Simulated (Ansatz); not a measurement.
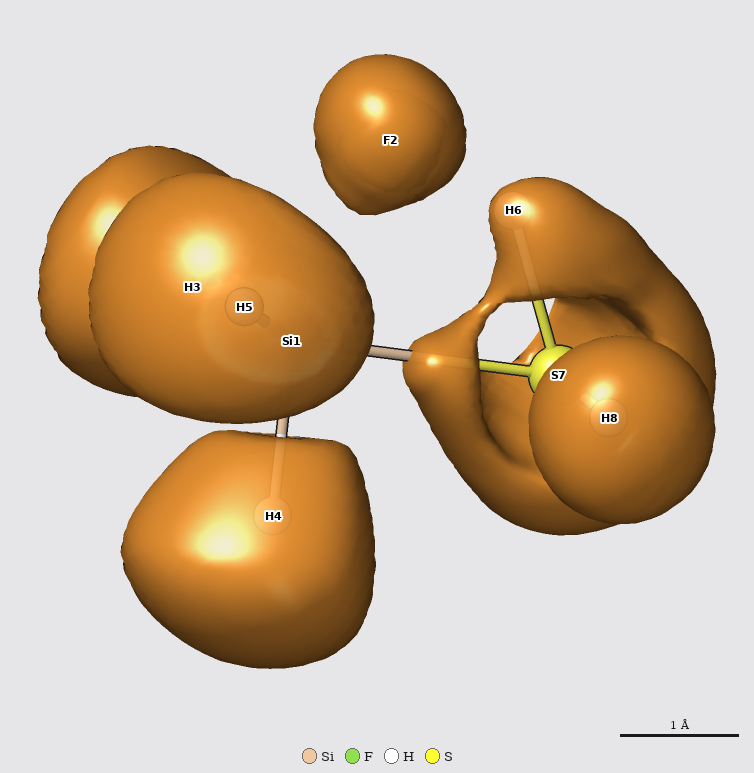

*H₅SSi···F. Isosurface of the electron localisation function at 0.8 (orange), seen across its widest extent. Core shells and regions of very low density are left out.*

A transition-state structure; geometry: PBE0-D4/def2-TZVP.

These are results of RKS PBE0-D4/def2-TZVPP (Ansatz), not measurements.

```xyz
8

Si   -0.5296    0.1434   -0.5820
F     1.2365   -0.5343   -0.8096
H    -1.0643   -1.0169   -1.3266
H    -1.7467    0.7089    0.0890
H    -0.0401    1.3348   -1.3184
H     1.2306   -0.7272    0.4414
S     0.2538   -0.5738    1.5894
H     0.6598    0.6652    1.9169
```

**Where are the electrons localised?**

The surface consists of four regions around hydrogen nuclei, one region wrapped around F (its valence shell) and one joined region spread over several atoms (H, S), in which their bonds and any lone pairs are merged.

Values along the shortest contacts:
F2···H6 (1.27 Å): the ELF climbs to about 0.90 towards the hydrogen, as it does in any bond to H. Si–S (2.42 Å): the ELF peaks at about 0.90 between the atoms (localised, covalent bonding).
